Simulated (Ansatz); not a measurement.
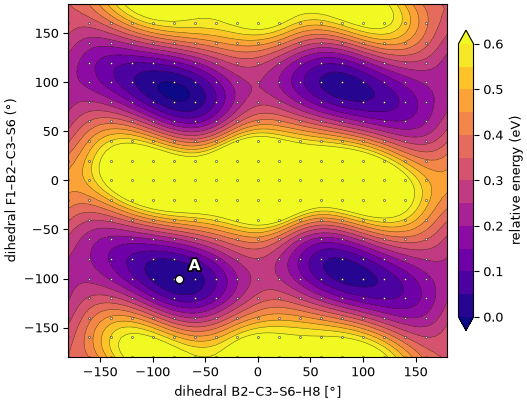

CH2BF3S, SMILES FBC(F)(F)S. 
- The first coordinate is: dihedral B2–C3–S6–H8; the second: dihedral F1–B2–C3–S6.
- Nothing is relaxed (all other coordinates rigid).
- Grid: 18 × 18 points.
- Points are written as (first, second).
- Energies: eV, counted from the lowest grid point.
- These are results of RKS B3LYP-D4/def2-SVP in Ansatz, not measurements.

The picture shows filled contours, dots at the grid points, one colour for all values above the top of the scale, the point A. Between grid points the surface is interpolated.

### What is the easiest way out of the well at A, and how high is the barrier?

The easiest path leads from the well at about (−75°, −100°) to the well at about (85°, −95°), about 0.021 eV higher (on a rigid scan; wells that are mirror images or exchange like atoms can differ by this much). Its highest point lies about 0.24 eV above the bottom of the first well on the interpolated surface, at about (−175°, −95°). This is the barrier on the constrained surface; relaxing the other coordinates would change it.

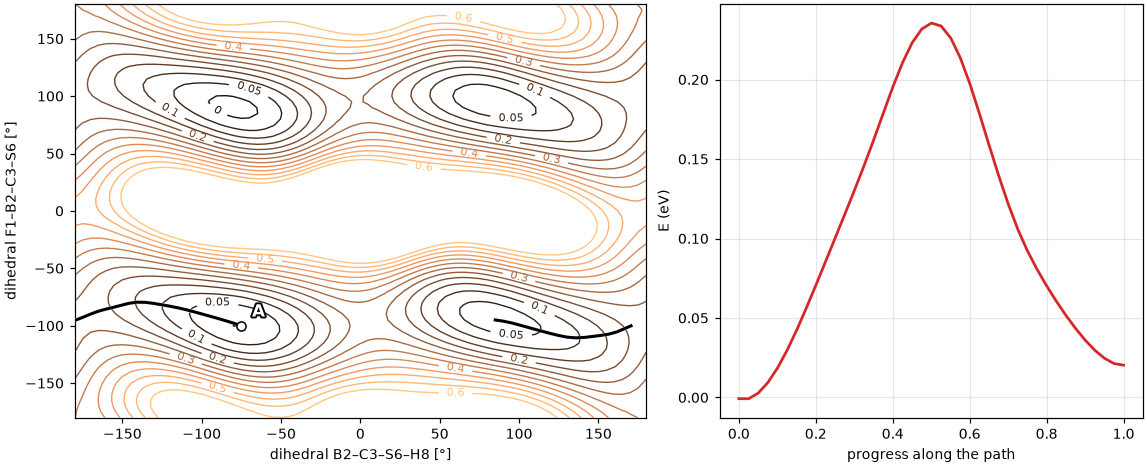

In the figure: contour lines labelled in eV (none above 0.6), a line along the lowest path, the energy along the path at the right. Between grid points the surface is interpolated.
